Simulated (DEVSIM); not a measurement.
Structure: Ni/SiO2/p-Si capacitor, at 300 K.

```
layer (left to right)  material  thickness (nm)  Na (cm⁻³)
---------------------  --------  --------------  ---------
1                          SiO2            3.10          -
2                            Si            1600     1.3e17
```

Metal gate on the left, work function 5.1 eV. Fixed charge at the semiconductor interface 0 cm⁻² (in units of +e); no interface traps.

Constants are typed, rounded textbook-type inputs, not results; the design itself was drawn at random and stands for no fabricated device. Values at 300 K.

| parameter | SiO2 | Si |
|---|---|---|
| gap (eV) | 9 | 1.124 |
| affinity (eV) | 0.9 | 4.05 |
| permittivity | 3.9 | 11.7 |
| Nc (cm⁻³) | - | 2.86e19 |
| Nv (cm⁻³) | - | 3.1e19 |

Model (solved in DEVSIM): 1D Poisson equation in equilibrium, Boltzmann statistics, complete ionisation; no quantum confinement or tunnelling. Metal contacts follow the ideal Schottky-Mott rule: no Fermi-level pinning, no interface dipoles.

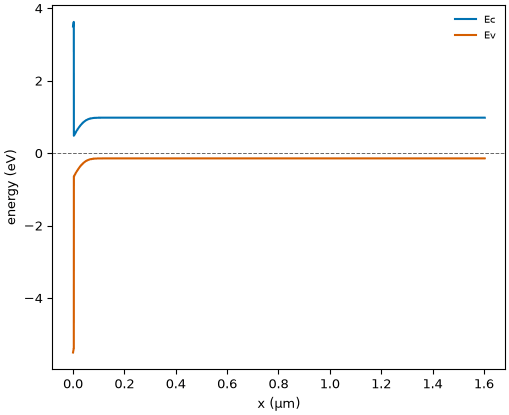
Figure. Band edges at 0.7 V on the gate

Energies count from the Fermi level of the right contact; mesh points crowd at the junctions.

```json
[
 {"x (μm)": "0.000", "Ec (eV)": "3.500", "Ev (eV)": "-5.500", "n (cm⁻³)": "< 1e2", "p (cm⁻³)": "< 1e2", "field (V/cm)": "420000"},
 {"x (μm)": "0.0008620", "Ec (eV)": "3.536", "Ev (eV)": "-5.464", "n (cm⁻³)": "< 1e2", "p (cm⁻³)": "< 1e2", "field (V/cm)": "420000"},
 {"x (μm)": "0.001854", "Ec (eV)": "3.577", "Ev (eV)": "-5.423", "n (cm⁻³)": "< 1e2", "p (cm⁻³)": "< 1e2", "field (V/cm)": "420000"},
 {"x (μm)": "0.002729", "Ec (eV)": "3.614", "Ev (eV)": "-5.386", "n (cm⁻³)": "< 1e2", "p (cm⁻³)": "< 1e2", "field (V/cm)": "420000"},
 {"x (μm)": "0.004075", "Ec (eV)": "0.492", "Ev (eV)": "-0.632", "n (cm⁻³)": "1.6e11", "p (cm⁻³)": "7.4e8", "field (V/cm)": "140000"},
 {"x (μm)": "0.006143", "Ec (eV)": "0.520", "Ev (eV)": "-0.604", "n (cm⁻³)": "5.3e10", "p (cm⁻³)": "2.2e9", "field (V/cm)": "130000"},
 {"x (μm)": "0.01021", "Ec (eV)": "0.572", "Ev (eV)": "-0.552", "n (cm⁻³)": "7.0e9", "p (cm⁻³)": "1.7e10", "field (V/cm)": "120000"},
 {"x (μm)": "0.02189", "Ec (eV)": "0.704", "Ev (eV)": "-0.420", "n (cm⁻³)": "4.3e7", "p (cm⁻³)": "2.7e12", "field (V/cm)": "100000"},
 {"x (μm)": "0.04121", "Ec (eV)": "0.861", "Ev (eV)": "-0.263", "n (cm⁻³)": "98000", "p (cm⁻³)": "1.2e15", "field (V/cm)": "62000"},
 {"x (μm)": "0.07922", "Ec (eV)": "0.974", "Ev (eV)": "-0.150", "n (cm⁻³)": "1200", "p (cm⁻³)": "9.3e16", "field (V/cm)": "7200"},
 {"x (μm)": "0.1490", "Ec (eV)": "0.982", "Ev (eV)": "-0.142", "n (cm⁻³)": "890", "p (cm⁻³)": "1.3e17", "field (V/cm)": "18"},
 {"x (μm)": "0.3687", "Ec (eV)": "0.982", "Ev (eV)": "-0.142", "n (cm⁻³)": "890", "p (cm⁻³)": "1.3e17", "field (V/cm)": "≈ 0"},
 {"x (μm)": "0.7237", "Ec (eV)": "0.982", "Ev (eV)": "-0.142", "n (cm⁻³)": "890", "p (cm⁻³)": "1.3e17", "field (V/cm)": "≈ 0"},
 {"x (μm)": "1.138", "Ec (eV)": "0.982", "Ev (eV)": "-0.142", "n (cm⁻³)": "890", "p (cm⁻³)": "1.3e17", "field (V/cm)": "≈ 0"},
 {"x (μm)": "1.411", "Ec (eV)": "0.982", "Ev (eV)": "-0.142", "n (cm⁻³)": "890", "p (cm⁻³)": "1.3e17", "field (V/cm)": "≈ 0"},
 {"x (μm)": "1.506", "Ec (eV)": "0.982", "Ev (eV)": "-0.142", "n (cm⁻³)": "890", "p (cm⁻³)": "1.3e17", "field (V/cm)": "≈ 0"},
 {"x (μm)": "1.554", "Ec (eV)": "0.982", "Ev (eV)": "-0.142", "n (cm⁻³)": "890", "p (cm⁻³)": "1.3e17", "field (V/cm)": "≈ 0"},
 {"x (μm)": "1.578", "Ec (eV)": "0.982", "Ev (eV)": "-0.142", "n (cm⁻³)": "890", "p (cm⁻³)": "1.3e17", "field (V/cm)": "≈ 0"},
 {"x (μm)": "1.594", "Ec (eV)": "0.982", "Ev (eV)": "-0.142", "n (cm⁻³)": "890", "p (cm⁻³)": "1.3e17", "field (V/cm)": "≈ 0"},
 {"x (μm)": "1.599", "Ec (eV)": "0.982", "Ev (eV)": "-0.142", "n (cm⁻³)": "890", "p (cm⁻³)": "1.3e17", "field (V/cm)": "≈ 0"},
 {"x (μm)": "1.601", "Ec (eV)": "0.982", "Ev (eV)": "-0.142", "n (cm⁻³)": "890", "p (cm⁻³)": "1.3e17", "field (V/cm)": "≈ 0"},
 {"x (μm)": "1.603", "Ec (eV)": "0.982", "Ev (eV)": "-0.142", "n (cm⁻³)": "890", "p (cm⁻³)": "1.3e17", "field (V/cm)": "≈ 0"}
]
```
